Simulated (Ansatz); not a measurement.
The end point of a relaxation of MgS. Computed with r2SCAN (plane waves to 500 eV, PAW, scalar-relativistic; Ansatz, a program for electronic structure).

Fm-3m (No. 225), cF8, rock salt type; a = b = c = 5.203 Å, α = β = γ = 90.00°.

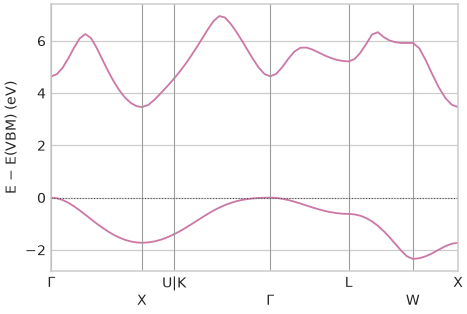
Figure. Highest filled and lowest empty band along the path of this cell's Brillouin zone

Q: Read off the gap and say whether it is direct.

A: 3.46 eV, indirect (valence top at Γ, conduction bottom at X) (no spin-orbit coupling).

Q: How far does the top valence band disperse along this path?

A: About 2.3 eV.

No spin polarisation in the result.

Measured for MgS: a 5.188 Å (static lattice; corrected from measurement; as listed in Tamar Goldzak et al., The Journal of Chemical Physics (2022)). Computed minus measured — a: r2SCAN +0.3 %. The computed values are for a static lattice.

The run could not lose the symmetry of its start.
